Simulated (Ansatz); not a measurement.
**doublet SnTe− at 6 levels**

Aim: a comparison of 6 runs (UHF/3-21G, UHF/def2-TZVPPD, U-r2SCAN/def2-TZVPPD, U-revPBE/def2-TZVPPD, USVWN5/def2-TZVPPD, UCCSD/def2-TZVPPD) of doublet SnTe−. 

The calculation is run with Ansatz 0.2.0.

18 further runs of the same task are left out: 18 set aside as unsound or not needed.

**1. The system as given**

SnTe− has 2 atoms, charge -1, and is taken as a doublet. SMILES of the parent species: `[Sn][Te]`. The shape is that of a PBE0-D4/def2-TZVP optimisation. That shape belongs to the parent species and isn't relaxed for this state.

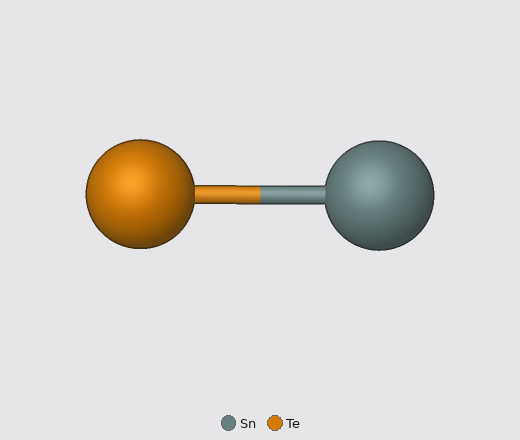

The structure, seen from a chosen angle (tin teal, tellurium orange).

**2. A single-point energy at UHF/3-21G (run 1)**

Input file input.yaml:

```yaml
basis:
  gaussian:
    orbitals: 3-21G-spherical.json
crystal:
  periodic: [false, false, false]
  atoms:
    - {symbol: Sn, position_ang: [0.000000, 0.000000, 0.009440]}
    - {symbol: Te, position_ang: [-0.000000, -0.000000, 2.527330]}
total_charge: -1
magnetization:
  spin_polarized: true
  initial_magnetization: 1
hamiltonian:
  xc: hf
accuracy: high
output:
  orbitals: {seedname: orbitals}
```

The basis set 3-21G is read from a file made from the Basis Set Exchange's data (not shown).

Command:

```console
$ ansatz run input.yaml --threads 1 --pin off --max-ram 3480MiB --events-out events.jsonl --progress --plain --runs-dir runs
```

Log:

```text
Warning: RAYON_NUM_THREADS=1 ignored (pool sized by the plan → 1); use --threads N
Functional definition: HF
  name "HF"
  exchange = exact_x
  correlation = 0
1169 factors; integrals over basis functions are off by at most 7.4e-9 eV
mean field evaluation 1: about -342292.9430 eV, gradient 5.0e0 eV
mean field evaluation 2: about -342293.0247 eV, gradient 5.1e0 eV
mean field evaluation 4: about -342293.3587 eV, gradient 6.1e-1 eV
mean field evaluation 8: about -342293.3826 eV, gradient 6.1e-2 eV
mean field evaluation 16: about -342293.3828 eV, gradient 2.4e-8 eV
mean field evaluation 32: about -342292.5582 eV, gradient 4.1e0 eV
mean field evaluation 64: about -342293.3494 eV, gradient 1.2e0 eV
mean field -342293.38277112 eV, -12579.0498020507 hartree, gradient 2.4e-8 eV, S^2 0.778357; 2 other end points of the search recorded, 0 dependent functions left out
reference -342293.38277112 eV, -12579.0498020507 hartree; 52, 51 occupied and 10, 11 virtual orbitals, 1169 factors
Total energy: -342293.38277112 eV, -12579.0498020507 hartree
```

Wall time 7.2 s (1 thread of Arm Neoverse V1, shared host); peak memory 0.28 GiB.

**3. A single-point energy at UHF/def2-TZVPPD (core potential) (run 2)**

Input file input.yaml:

```yaml
crystal:
  periodic: [false, false, false]
  atoms:
    - {symbol: Sn, position_ang: [0.000000, 0.000000, 0.009440]}
    - {symbol: Te, position_ang: [-0.000000, -0.000000, 2.527330]}
basis:
  gaussian: {orbitals: def2-TZVPPD.json}
total_charge: -1
magnetization: {spin_polarized: true, initial_magnetization: 1}
hamiltonian: {xc: hf}
accuracy: high
output: {orbitals: {seedname: orbitals}}
```

The basis set def2-TZVPPD is read from a file made from the Basis Set Exchange's data (not shown).

Command:

```console
$ ansatz run input.yaml --threads 1 --pin off --max-ram 3480MiB --events-out events.jsonl --progress --plain --runs-dir runs
```

Log:

```text
Warning: RAYON_NUM_THREADS=1 ignored (pool sized by the plan → 1); use --threads N
[... 4 set-up lines as earlier in the session ...]
2004 factors; integrals over basis functions are off by at most 2.3e-9 eV
mean field evaluation 1: about -13072.6873 eV, gradient 9.7e0 eV
mean field evaluation 2: about -13072.7141 eV, gradient 9.7e0 eV
mean field evaluation 4: about -13073.4438 eV, gradient 1.4e0 eV
mean field evaluation 8: about -13073.5058 eV, gradient 2.0e-1 eV
mean field evaluation 16: about -13073.5104 eV, gradient 2.9e-8 eV
mean field evaluation 32: about -13073.4996 eV, gradient 3.9e-1 eV
mean field evaluation 64: about -13073.0905 eV, gradient 2.0e0 eV
mean field evaluation 96: about -13073.2437 eV, gradient 2.4e0 eV
mean field evaluation 128: about -13073.4191 eV, gradient 1.4e0 eV
mean field -13073.51037678 eV, -480.4426448029 hartree, gradient 2.9e-8 eV, S^2 0.773925; 0 other end points of the search recorded, 0 dependent functions left out
reference -13073.51037678 eV, -480.4426448029 hartree; 24, 23 occupied and 91, 92 virtual orbitals, 2004 factors
Total energy: -13073.51037678 eV, -480.4426448029 hartree
```

Wall time 16 s (1 thread of Arm Neoverse V1, shared host); peak memory 0.5 GiB.

Runs 3 to 5 aren't shown in full; the table further down has their settings and results.

**4. The energy at UCCSD/def2-TZVPPD (core potential) (run 6)**

Input file run.yaml:

```yaml
crystal:
  periodic: [false, false, false]
  atoms:
    - {symbol: Sn, position_ang: [0.000000, 0.000000, 0.009440]}
    - {symbol: Te, position_ang: [-0.000000, -0.000000, 2.527330]}
basis:
  gaussian:
    orbitals: def2-TZVPPD.json
total_charge: -1
magnetization:
  spin_polarized: true
  initial_magnetization: 1
correlation:
  method: ccsd
  frozen_orbitals: {Sn: 4, Te: 4}
accuracy: high
scf:
  omitted_lower_state_checks: [cluster_reference, increment]
```

The basis set def2-TZVPPD is read from a file made from the Basis Set Exchange's data (not shown).

Command:

```console
$ ansatz run run.yaml --threads 1 --pin off --max-ram 3480MiB --events-out events.jsonl --progress --plain --runs-dir runs
```

Log:

```text
Warning: RAYON_NUM_THREADS=1 ignored (pool sized by the plan → 1); use --threads N
[... 15 lines left out ...]
8 core orbitals not correlated: weight in the atoms' cores, before any rotation towards them, 1.000 or more for the frozen orbitals, at most 0.000 for the correlated occupied ones
[... 27 lines left out ...]
Total energy: -13093.30592269 eV, -481.1701176973 hartree
Checks for a lower state left out: cluster_reference, increment
```

Run time: 62 s. Hardware: 1 thread of Arm Neoverse V1, shared host; peak memory 1.3 GiB.

**5. All runs side by side**

```csv
run,level,core potential,frozen core orbitals,energy (Eh),HOMO energy (eV),LUMO energy (eV),⟨S²⟩,wall time
1,UHF/3-21G,none,–,-12579.049802,-0.96,4.70,0.778,7.2 s
2,UHF/def2-TZVPPD (core potential),def2-TZVPPD,–,-480.442645,-1.33,3.82,0.774,16 s
3,U-r2SCAN/def2-TZVPPD (core potential),def2-TZVPPD,–,-482.608012,1.19,1.54,0.758,68 s
4,U-revPBE/def2-TZVPPD (core potential),def2-TZVPPD,–,-482.513064,1.44,1.56,0.754,46 s
5,USVWN5/def2-TZVPPD (core potential),def2-TZVPPD,–,-481.722433,1.37,–,0.752,25 s
6,UCCSD/def2-TZVPPD (core potential),def2-TZVPPD,8,-481.170118,–,–,0.774,62 s
```

**6. Summary of results**

| quantity | value |
| --- | --- |
| run 6: total energy | -481.17012 Eh |
| run 6: correlation energy (8 core orbitals frozen) | -727.5 mEh |
| run 6: ⟨S²⟩ of the reference determinant | 0.774 |
| run 6: T1 diagnostic | 0.018 |

In words: Totals of different functionals can't be ranked against each other. Some runs of one species differ in core potentials or relativity; totals across that change don't compare. In runs 3, 4, 5 the HOMO lies above zero, so the outermost electron may be held by the basis alone. In run 1 relativity is left out where basis or elements ask for it. All runs together took 3.7 min, the longest 68 s.
